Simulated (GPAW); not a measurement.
**Screening of a field by TiSi2As4 monolayer**

Aim: the dipole that a field along the normal induces in TiSi2As4 monolayer.

Method: GPAW, PAW setups; layer in a repeated cell with vacuum, relaxation of atoms and in-plane cell, in the first sound run; inputs show where later runs differ, in GPAW 26.7.0.

## 1. Starting point

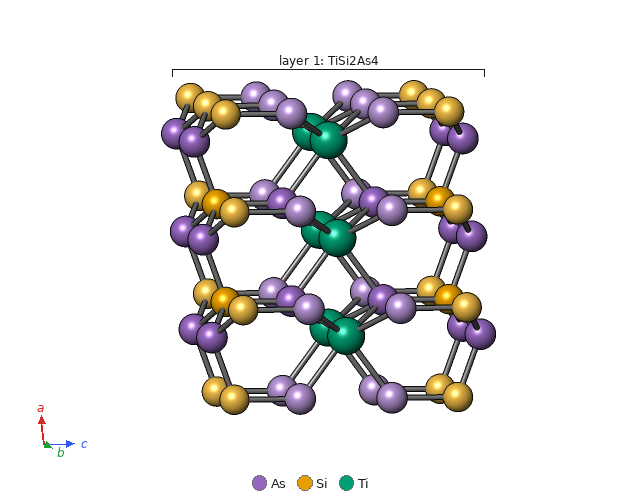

The cell as given, from the side, with the c axis across the page (arsenic purple, silicon orange, titanium teal). 2×1×1 cells are drawn. Some periodic images of atoms are drawn too.

The cell holds 7 atoms: 4 As, 2 Si and 1 Ti. Its edges and angles: a = 3.630 Å, b = 3.630 Å, c = 23.095 Å, α = 90.0°, β = 90.0°, γ = 120.0°. Vacuum lies along c.

## 2. Relaxation

The atoms are relaxed first, since the surface dipole, and with it the work function, follows the positions of the outer layers.

run.py reads:

```python
import json
import numpy as np
from ase import Atoms
from ase.filters import FrechetCellFilter
from ase.optimize import BFGS
from gpaw import GPAW, PW

slab = Atoms(
    ['As', 'Si', 'As', 'Ti', 'As', 'Si', 'As'],
    positions=[
        [0.00000, 0.00000, 7.00000],
        [-0.00000, 2.09578, 7.76197],
        [-0.00000, 2.09578, 9.99197],
        [0.00000, 0.00000, 11.54754],
        [-0.00000, 2.09578, 13.10311],
        [-0.00000, 2.09578, 15.33311],
        [0.00000, 0.00000, 16.09508]],
    cell=[[3.63, 0.0, 0.0], [-1.815, 3.14367, 0.0], [0.0, 0.0, 23.0951]],
    pbc=[True, True, True])

slab.calc = GPAW(mode=PW(600), xc='PBE', kpts={'size': (9, 9, 1), 'gamma': True},
                 occupations={'name': 'fermi-dirac', 'width': 0.05}, nbands='200%',
                 convergence={'density': 1e-05}, maxiter=200,
                 symmetry={'tolerance': 1e-3}, txt='slab.txt')
result = {}
# The in-plane cell is free; stress needs a cell that repeats along all three vectors
path = []
opt = BFGS(FrechetCellFilter(slab, mask=[1, 1, 0, 0, 0, 1]), maxstep=0.2)
opt.attach(lambda: path.append((slab.get_potential_energy(), slab.positions.tolist(), slab.get_forces().tolist())))
result['relaxed'] = bool(opt.run(fmax=0.02, steps=45))
result['path'] = path
result['cell'] = slab.cell.tolist()
print('in-plane lattice', slab.cell.cellpar().round(4)[[0, 1, 5]])
energy = slab.get_potential_energy()
fermi = slab.calc.get_fermi_level()
v = slab.calc.get_electrostatic_potential().mean((0, 1)) - fermi
n = slab.calc.get_pseudo_density().mean((0, 1))
L = slab.cell[2, 2]
z = np.arange(len(v)) * L / len(v)
low, high = slab.positions[:, 2].min(), slab.positions[:, 2].max()
below, above = np.interp([low - 4.8, high + 4.8], z, v)
slopes = [np.interp(x, z, np.gradient(v, z)) for x in (low - 4.8, high + 4.8)]
eps = np.array([[slab.calc.get_eigenvalues(k, s) for k in range(len(slab.calc.get_ibz_k_points()))]
                for s in range(slab.calc.get_number_of_spins())]) - fermi
top, bottom = eps[eps < 0].max(), eps[eps > 0].min()
dipole = slab.get_dipole_moment()[2]
print(f'energy {energy:.4f} eV, Fermi level {fermi:.4f} eV, dipole {dipole:.5f} e A')
print(f'potential 4.8 A off the faces, from the Fermi level: lower {below:.4f} eV, upper {above:.4f} eV')
print(f'slope of the potential there: lower {slopes[0]:.5f}, upper {slopes[1]:.5f} eV/A')
print(f'nearest levels on the mesh: {top:.4f} and {bottom:.4f} eV')
print('magnetic moment', round(slab.get_magnetic_moment(), 3))
result.update(energy=energy, fermi=fermi, dipole=dipole, below=below, above=above, slopes=slopes, edges=[top, bottom],
              z=z.tolist(), v=v.tolist(), n=n.tolist(), positions=slab.positions.tolist(),
              forces=slab.get_forces(apply_constraint=False).tolist(), moments=slab.get_magnetic_moments().tolist())
json.dump(result, open('result.json', 'w'))
```

The run is started by

```console
$ OMP_NUM_THREADS=1 OPENBLAS_NUM_THREADS=1 python run.py
```

Output:

```text
Step          Energy          fmax
BFGS:    0      -36.012372        3.438909
BFGS:    1      -36.550142        2.867963
BFGS:    2      -37.457537        1.017306
BFGS:    3      -37.487027        0.679571
BFGS:    4      -37.540326        0.500894
BFGS:    5      -37.588815        0.517918
BFGS:    6      -37.626573        0.402835
BFGS:    7      -37.640903        0.282844
BFGS:    8      -37.646010        0.134423
BFGS:    9      -37.647755        0.127678
BFGS:   10      -37.648616        0.117159
BFGS:   11      -37.649944        0.101112
BFGS:   12      -37.652020        0.135734
BFGS:   13      -37.654126        0.109790
BFGS:   14      -37.655023        0.044691
BFGS:   15      -37.655256        0.006857
in-plane lattice [  3.7082   3.7082 120.    ]
energy -37.6510 eV, Fermi level 0.7947 eV, dipole -0.00055 e A
potential 4.8 A off the faces, from the Fermi level: lower 5.0588 eV, upper 5.0598 eV
slope of the potential there: lower -0.00046, upper -0.00009 eV/A
nearest levels on the mesh: -0.1457 and 0.0236 eV
magnetic moment 0.0
```

Elapsed: 19 min, on 1 thread of INTEL XEON PLATINUM 8581C at 2.10GHz (Emerald Rapids), shared host; peak memory 0.53 GiB.

This step gave:

```yaml
dipole_along_the_normal: -5.51e-4 e·Å
levels_nearest_the_fermi_level_on_the_mesh: -0.1457, 0.02357 eV from the Fermi level
```

The electrostatic potential energy of an electron (without an applied field's), less the Fermi level, planar mean oscillates, so the rows of the table below give means over windows of 1.71 Å about each position, cut where the curve ends. Its maxima inside the range that stand out by 2 % of the span (Å: eV): 7.2: -9.30, 8.9: 2.24, 10.8: -4.35, 12.3: -4.34, 14.2: 2.25, 15.9: -9.30. Its minima: 6.7: -13.8, 7.6: -10.9, 10.1: -12.1, 11.5: -12.0, 13.0: -12.1, 15.5: -10.9, 16.4: -13.8.

Table of electrostatic potential energy of an electron (without an applied field's), less the Fermi level, planar mean by z; means over each step:

| z (Å) | electrostatic potential energy of an electron (without an applied field's), less the Fermi level, planar mean (eV) |
| --- | --- |
| 0.85 | 5.06 |
| 2.56 | 5.06 |
| 4.28 | 4.92 |
| 5.98 | -3.79 |
| 7.70 | -7.63 |
| 9.41 | -3.34 |
| 11.12 | -8.14 |
| 12.82 | -7.18 |
| 14.54 | -1.72 |
| 16.25 | -10.1 |
| 17.96 | 3.49 |
| 19.66 | 5.05 |
| 21.38 | 5.06 |

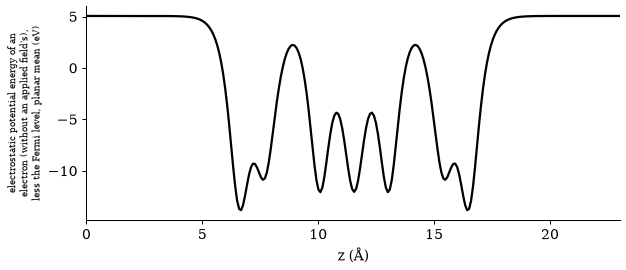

Electrostatic potential energy of an electron (without an applied field's), less the Fermi level, planar mean, plotted against z.

The pseudo valence density, planar mean oscillates, so the rows of the table below give means over windows of 2.5 Å about each position, cut where the curve ends. Its maxima inside the range that stand out by 2 % of the span (Å: e/Å³): 6.2: 0.252, 7.2: 0.377, 9.6: 0.239, 11.5: 1.01, 13.5: 0.239, 15.9: 0.377, 16.9: 0.252. Its minima: 6.5: 0.179, 8.7: 0.124, 10.1: 0.165, 13.0: 0.165, 14.4: 0.124, 16.6: 0.179.

The pseudo valence density, planar mean by z; means over each step:

| z (Å) | pseudo valence density, planar mean (e/Å³) |
| --- | --- |
| 2.5 | 9.0e-5 |
| 5.0 | 0.0650 |
| 7.5 | 0.229 |
| 10.0 | 0.270 |
| 12.5 | 0.450 |
| 15.0 | 0.213 |
| 17.5 | 0.116 |
| 20.0 | 4.9e-4 |
| 22.5 | 0 |

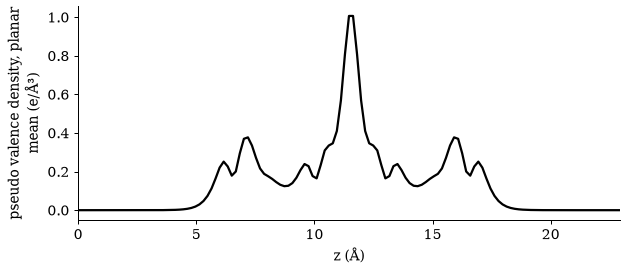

Pseudo valence density, planar mean, plotted against z.

The relaxation lowered the energy of the cell by 1.64 eV (energies extrapolated to zero smearing; the optimiser's log prints free energies). The largest force left on a free atom is 0.0069 eV/Å.

## 3. The slab's potential

With the geometry fixed, the planar mean of the potential gives the vacuum level on each side.

This step: GPAW, PAW setups; slab in vacuum (GPAW 26.7.0).

The cell differs from the one that the last finished run ended in (c 23.095 → 23.899 Å).

Edit run.py of step 2 so:

```diff
@@ -3,4 +3,2 @@
 from ase import Atoms
-from ase.filters import FrechetCellFilter
-from ase.optimize import BFGS
 from gpaw import GPAW, PW
@@ -10,25 +8,18 @@
     positions=[
-        [0.00000, 0.00000, 7.00000],
-        [-0.00000, 2.09578, 7.76197],
-        [-0.00000, 2.09578, 9.99197],
-        [0.00000, 0.00000, 11.54754],
-        [-0.00000, 2.09578, 13.10311],
-        [-0.00000, 2.09578, 15.33311],
-        [0.00000, 0.00000, 16.09508]],
-    cell=[[3.63, 0.0, 0.0], [-1.815, 3.14367, 0.0], [0.0, 0.0, 23.0951]],
-    pbc=[True, True, True])
+        [-0.00000, 0.00000, 7.00000],
+        [-0.00000, 2.14091, 8.09619],
+        [-0.00000, 2.14091, 10.46831],
+        [-0.00000, -0.00000, 11.94961],
+        [-0.00000, 2.14091, 13.43092],
+        [-0.00000, 2.14091, 15.80303],
+        [-0.00000, 0.00000, 16.89923]],
+    cell=[[3.70817, -0.0, 0.0], [-1.85408, 3.21137, 0.0], [0.0, 0.0, 23.8992]],
+    pbc=[True, True, False])
 
-slab.calc = GPAW(mode=PW(600), xc='PBE', kpts={'size': (9, 9, 1), 'gamma': True},
+slab.calc = GPAW(mode=PW(400), xc='PBE', kpts={'size': (9, 9, 1), 'gamma': True},
                  occupations={'name': 'fermi-dirac', 'width': 0.05}, nbands='200%',
                  convergence={'density': 1e-05}, maxiter=200,
+                 poissonsolver={'dipolelayer': 'xy'},
                  symmetry={'tolerance': 1e-3}, txt='slab.txt')
 result = {}
-# The in-plane cell is free; stress needs a cell that repeats along all three vectors
-path = []
-opt = BFGS(FrechetCellFilter(slab, mask=[1, 1, 0, 0, 0, 1]), maxstep=0.2)
-opt.attach(lambda: path.append((slab.get_potential_energy(), slab.positions.tolist(), slab.get_forces().tolist())))
-result['relaxed'] = bool(opt.run(fmax=0.02, steps=45))
-result['path'] = path
-result['cell'] = slab.cell.tolist()
-print('in-plane lattice', slab.cell.cellpar().round(4)[[0, 1, 5]])
 energy = slab.get_potential_energy()
```

Output:

```text
energy -37.5887 eV, Fermi level 0.5996 eV, dipole 0.00041 e A
potential 4.8 A off the faces, from the Fermi level: lower 5.0621 eV, upper 5.0538 eV
slope of the potential there: lower -0.00016, upper 0.00016 eV/A
nearest levels on the mesh: -0.1466 and 0.0228 eV
magnetic moment 0.0
```

It took 55 s on 1 thread; peak memory 0.25 GiB.

Numbers from this step:

```
dipole along the normal                    : 4.11e-4 e·Å
levels nearest the Fermi level on the mesh : -0.1466, 0.02281 eV from the Fermi level
upper work function                        : 5.054 eV
lower work function                        : 5.062 eV
```

The electrostatic potential energy of an electron (without an applied field's), less the Fermi level, planar mean oscillates, so the rows of the table below give means over windows of 2.5 Å about each position, cut where the curve ends. Its maxima inside the range that stand out by 2 % of the span (Å: eV): 7.6: -9.32, 9.3: 2.24, 11.2: -4.34, 12.7: -4.34, 14.6: 2.24, 16.3: -9.33. Its minima: 7.0: -13.9, 8.0: -10.9, 10.5: -12.1, 11.9: -12.1, 13.4: -12.1, 15.9: -10.9, 16.9: -13.9.

Electrostatic potential energy of an electron (without an applied field's), less the Fermi level, planar mean against z; means over each step:

| z (Å) | electrostatic potential energy of an electron (without an applied field's), less the Fermi level, planar mean (eV) |
| --- | --- |
| 0.0 | 5.06 |
| 2.5 | 5.06 |
| 5.0 | 4.33 |
| 7.5 | -8.61 |
| 10.0 | -3.84 |
| 12.5 | -8.39 |
| 15.0 | -3.61 |
| 17.5 | -3.58 |
| 20.0 | 5.02 |
| 22.5 | 5.05 |

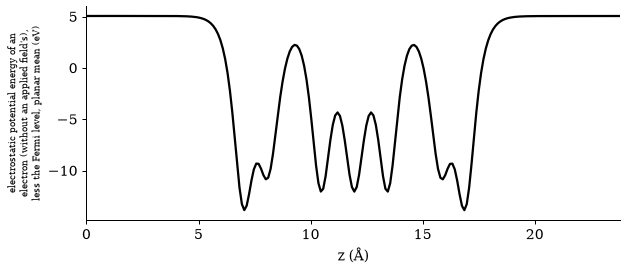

Electrostatic potential energy of an electron (without an applied field's), less the Fermi level, planar mean against z.

The pseudo valence density, planar mean oscillates, so the rows of the table below give means over windows of 2.5 Å about each position, cut where the curve ends. Its maxima inside the range that stand out by 2 % of the span (Å: e/Å³): 6.6: 0.250, 7.5: 0.379, 10.0: 0.242, 11.9: 1.04, 13.9: 0.242, 16.4: 0.379, 17.3: 0.250. Its minima: 7.0: 0.189, 9.2: 0.124, 10.5: 0.160, 13.4: 0.160, 14.7: 0.124, 16.9: 0.189.

Pseudo valence density, planar mean against z; means over each step:

| z (Å) | pseudo valence density, planar mean (e/Å³) |
| --- | --- |
| 2.5 | 3.0e-5 |
| 5.0 | 0.0299 |
| 7.5 | 0.243 |
| 10.0 | 0.207 |
| 12.5 | 0.499 |
| 15.0 | 0.191 |
| 17.5 | 0.172 |
| 20.0 | 0.00153 |
| 22.5 | 1.5e-6 |

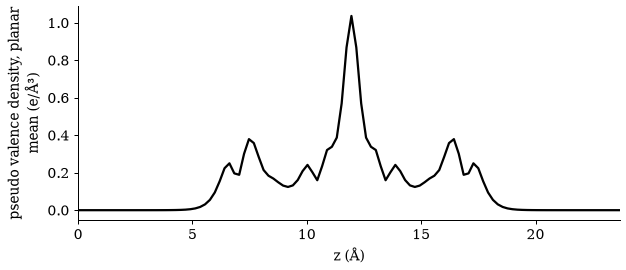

Pseudo valence density, planar mean against z.

The potential is flat to 1.6e-4 eV/Å where it is read, so the vacuum is wide enough.

## 4. Field on

A uniform field along the normal polarises the slab; the atoms stay fixed, so this is the electronic response alone.

Edit run.py of step 3 so:

```diff
@@ -4,2 +4,3 @@
 from gpaw import GPAW, PW
+from gpaw.external import ConstantElectricField
 
@@ -22,2 +23,3 @@
                  poissonsolver={'dipolelayer': 'xy'},
+                 external=ConstantElectricField(-0.2, [0, 0, 1]),
                  symmetry={'tolerance': 1e-3}, txt='slab.txt')
```

Output:

```text
energy -37.6045 eV, Fermi level 0.5982 eV, dipole -0.15817 e A
potential 4.8 A off the faces, from the Fermi level: lower 3.8595 eV, upper 6.2629 eV
slope of the potential there: lower -0.00010, upper 0.00026 eV/A
nearest levels on the mesh: -0.1465 and 0.0230 eV
magnetic moment 0.0
```

Wall time 3.2 min (1 thread); peak memory 0.43 GiB.

This step gave:

```yaml
dipole_along_the_normal: -0.1582 e·Å
levels_nearest_the_fermi_level_on_the_mesh: -0.1465, 0.02295 eV from the Fermi level
potential_below_the_slab_the_applied_field_s_own_ramp_left_out: 3.859 eV from the Fermi level
potential_above_the_slab_the_applied_field_s_own_ramp_left_out: 6.263 eV from the Fermi level
```

The electrostatic potential energy of an electron (without an applied field's), less the Fermi level, planar mean oscillates, so the rows of the table below give means over windows of 1.81 Å about each position, cut where the curve ends. Its maxima inside the range that stand out by 2 % of the span (Å: eV): 7.6: -10.2, 9.3: 1.72, 11.2: -4.48, 12.7: -4.20, 14.6: 2.75, 16.3: -8.49, 23.4: 6.26. Its minima: 7.0: -14.8, 8.0: -11.6, 10.5: -12.3, 11.9: -12.1, 13.4: -11.8, 15.9: -10.1, 16.9: -12.9.

The electrostatic potential energy of an electron (without an applied field's), less the Fermi level, planar mean by z; means over each step:

| z (Å) | electrostatic potential energy of an electron (without an applied field's), less the Fermi level, planar mean (eV) |
| --- | --- |
| 0.91 | 3.98 |
| 2.71 | 3.86 |
| 4.52 | 3.77 |
| 6.33 | -4.37 |
| 8.14 | -7.89 |
| 9.95 | -4.59 |
| 11.76 | -7.65 |
| 13.57 | -5.39 |
| 15.38 | -3.95 |
| 17.20 | -5.30 |
| 19.00 | 5.95 |
| 20.81 | 6.26 |
| 22.62 | 6.26 |

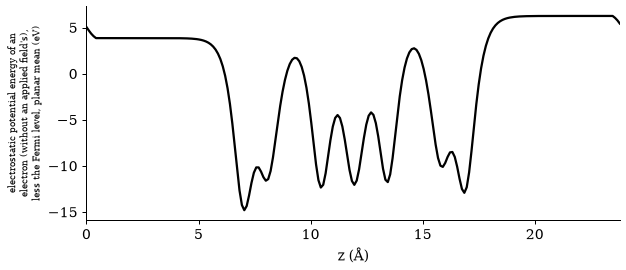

Electrostatic potential energy of an electron (without an applied field's), less the Fermi level, planar mean, plotted against z.

The dipole is now -0.158 e Å, against 4.1e-4 in the run without a field.

## 5. In a field

Edit run.py of step 4 so:

```diff
@@ -23,3 +23,3 @@
                  poissonsolver={'dipolelayer': 'xy'},
-                 external=ConstantElectricField(-0.2, [0, 0, 1]),
+                 external=ConstantElectricField(-0.1, [0, 0, 1]),
                  symmetry={'tolerance': 1e-3}, txt='slab.txt')
```

Output:

```text
energy -37.5927 eV, Fermi level 0.5993 eV, dipole -0.07908 e A
potential 4.8 A off the faces, from the Fermi level: lower 4.4580 eV, upper 5.6596 eV
slope of the potential there: lower -0.00013, upper 0.00021 eV/A
nearest levels on the mesh: -0.1466 and 0.0228 eV
magnetic moment 0.0
```

Run time: 3.3 min. Hardware: 1 thread; peak memory 0.43 GiB.

Numbers from this step:

- dipole along the normal: -0.07908 e·Å
- levels nearest the Fermi level on the mesh: -0.1466, 0.02285 eV from the Fermi level
- potential below the slab, the applied field's own ramp left out: 4.458 eV from the Fermi level
- potential above the slab, the applied field's own ramp left out: 5.660 eV from the Fermi level

The electrostatic potential energy of an electron (without an applied field's), less the Fermi level, planar mean oscillates, so the rows of the table below give means over windows of 1 Å about each position, cut where the curve ends. Its maxima inside the range that stand out by 2 % of the span (Å: eV): 7.6: -9.75, 9.3: 1.98, 11.2: -4.41, 12.7: -4.27, 14.6: 2.50, 16.3: -8.91, 23.2: 5.66. Its minima: 7.0: -14.3, 8.0: -11.2, 10.5: -12.2, 11.9: -12.1, 13.4: -11.9, 15.9: -10.5, 16.9: -13.4.

The electrostatic potential energy of an electron (without an applied field's), less the Fermi level, planar mean by z; means over each step:

| z (Å) | electrostatic potential energy of an electron (without an applied field's), less the Fermi level, planar mean (eV) |
| --- | --- |
| 0 | 4.68 |
| 1 | 4.46 |
| 2 | 4.46 |
| 3 | 4.46 |
| 4 | 4.45 |
| 5 | 4.25 |
| 6 | 1.17 |
| 7 | -11.3 |
| 8 | -9.75 |
| 9 | -0.130 |
| 10 | -5.05 |
| 11 | -7.16 |
| 12 | -9.51 |
| 13 | -7.53 |
| 14 | -3.28 |
| 15 | -0.372 |
| 16 | -9.39 |
| 17 | -9.69 |
| 18 | 3.06 |
| 19 | 5.49 |
| 20 | 5.65 |
| 21 | 5.66 |
| 22 | 5.66 |
| 23 | 5.66 |

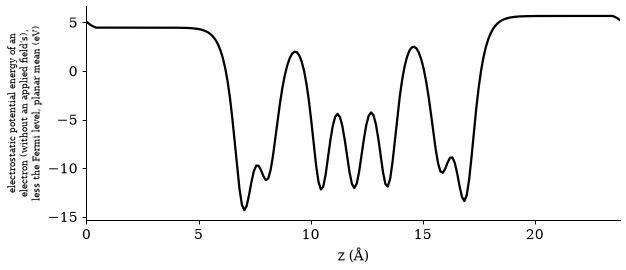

Electrostatic potential energy of an electron (without an applied field's), less the Fermi level, planar mean against z.

The dipole is now -0.0791 e Å, against 4.1e-4 in the run without a field.

## 6. Field on

Edit run.py of step 5 so:

```diff
@@ -23,3 +23,3 @@
                  poissonsolver={'dipolelayer': 'xy'},
-                 external=ConstantElectricField(-0.1, [0, 0, 1]),
+                 external=ConstantElectricField(-0.05, [0, 0, 1]),
                  symmetry={'tolerance': 1e-3}, txt='slab.txt')
```

Output:

```text
energy -37.5897 eV, Fermi level 0.5995 eV, dipole -0.03955 e A
potential 4.8 A off the faces, from the Fermi level: lower 4.7577 eV, upper 5.3587 eV
slope of the potential there: lower -0.00015, upper 0.00018 eV/A
nearest levels on the mesh: -0.1466 and 0.0228 eV
magnetic moment 0.0
```

The job ended after 3.2 min (1 thread; peak memory 0.43 GiB).

## 7. In a field

Edit run.py of step 6 so:

```diff
@@ -23,3 +23,3 @@
                  poissonsolver={'dipolelayer': 'xy'},
-                 external=ConstantElectricField(-0.05, [0, 0, 1]),
+                 external=ConstantElectricField(0.05, [0, 0, 1]),
                  symmetry={'tolerance': 1e-3}, txt='slab.txt')
```

Output:

```text
energy -37.5897 eV, Fermi level 0.5995 eV, dipole 0.03955 e A
potential 4.8 A off the faces, from the Fermi level: lower 5.3587 eV, upper 4.7577 eV
slope of the potential there: lower -0.00018, upper 0.00015 eV/A
nearest levels on the mesh: -0.1466 and 0.0228 eV
magnetic moment 0.0
```

Elapsed: 3.2 min, on 1 thread; peak memory 0.43 GiB.

## 8. Field on

Edit run.py of step 7 so:

```diff
@@ -23,3 +23,3 @@
                  poissonsolver={'dipolelayer': 'xy'},
-                 external=ConstantElectricField(0.05, [0, 0, 1]),
+                 external=ConstantElectricField(0.1, [0, 0, 1]),
                  symmetry={'tolerance': 1e-3}, txt='slab.txt')
```

Output:

```text
energy -37.5927 eV, Fermi level 0.5993 eV, dipole 0.07907 e A
potential 4.8 A off the faces, from the Fermi level: lower 5.6595 eV, upper 4.4580 eV
slope of the potential there: lower -0.00021, upper 0.00013 eV/A
nearest levels on the mesh: -0.1466 and 0.0228 eV
magnetic moment 0.0
```

The job ended after 3.2 min (1 thread; peak memory 0.43 GiB).

The electrostatic potential energy of an electron (without an applied field's), less the Fermi level, planar mean oscillates, so the rows of the table below give means over windows of 1.81 Å about each position, cut where the curve ends. Its maxima inside the range that stand out by 2 % of the span (Å: eV): 0.7: 5.66, 7.6: -8.91, 9.3: 2.50, 11.2: -4.27, 12.7: -4.41, 14.6: 1.98, 16.3: -9.75. Its minima: 7.0: -13.4, 8.0: -10.5, 10.5: -11.9, 11.9: -12.1, 13.4: -12.2, 15.9: -11.2, 16.9: -14.3.

The electrostatic potential energy of an electron (without an applied field's), less the Fermi level, planar mean by z; means over each step:

| z (Å) | electrostatic potential energy of an electron (without an applied field's), less the Fermi level, planar mean (eV) |
| --- | --- |
| 0.91 | 5.60 |
| 2.71 | 5.66 |
| 4.52 | 5.55 |
| 6.33 | -2.78 |
| 8.14 | -6.80 |
| 9.95 | -4.00 |
| 11.76 | -7.59 |
| 13.57 | -5.87 |
| 15.38 | -4.94 |
| 17.20 | -6.80 |
| 19.00 | 4.18 |
| 20.81 | 4.46 |
| 22.62 | 4.46 |

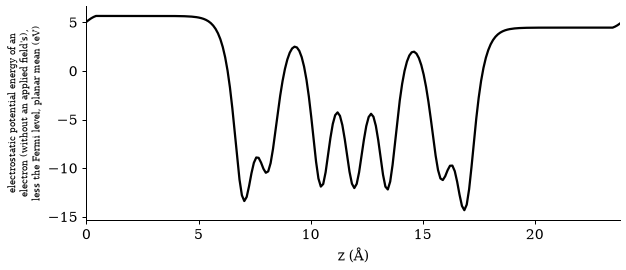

Electrostatic potential energy of an electron (without an applied field's), less the Fermi level, planar mean against z.

The dipole is now 0.0791 e Å, against 4.1e-4 in the run without a field.

[end of part 1 of 2]

[Logs are printed without paths, hosts, clocks, repeated set-up lines and the standing remarks that a program may print on its own settings, such as how far it seeks lower states.]

[Hosts, paths, dates, database ids (printed as entryN), source tags and the programs' standing remarks are cut or masked in the printed files.]
